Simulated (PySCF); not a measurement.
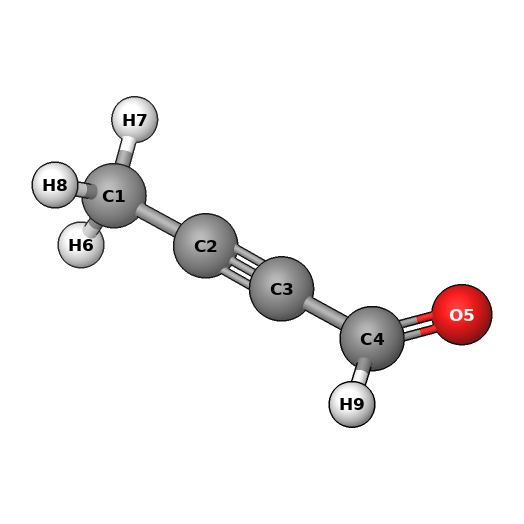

Computed geometry: GFN2-xTB optimisation. No frequency run is at hand to confirm it as a minimum. Method: B3LYP/pcJ-1 indirect spin-spin coupling, non-relativistic, gas phase (PySCF 2.14.0). Isotopes: 13C, 1H, 17O.

Give the spin–spin coupling constants of these pairs, with the number of bonds between them: C1/H6, C2/C3, C4/H9, C1/C3, C2/H6, O5/H9, H7/H8, C2/H9, C2/O5.

```json
{"pair": "C1, H6", "bonds apart": "1", "J (Hz)": "137.3"}
{"pair": "C2, C3", "bonds apart": "1", "J (Hz)": "200.8"}
{"pair": "C4, H9", "bonds apart": "1", "J (Hz)": "186.3"}
{"pair": "C1, C3", "bonds apart": "2", "J (Hz)": "10.8"}
{"pair": "C2, H6", "bonds apart": "2", "J (Hz)": "−11.9"}
{"pair": "O5, H9", "bonds apart": "2", "J (Hz)": "−5.6"}
{"pair": "H7, H8", "bonds apart": "2", "J (Hz)": "−16.2"}
{"pair": "C2, H9", "bonds apart": "3", "J (Hz)": "7.0"}
{"pair": "C2, O5", "bonds apart": "3", "J (Hz)": "−5.1"}
```
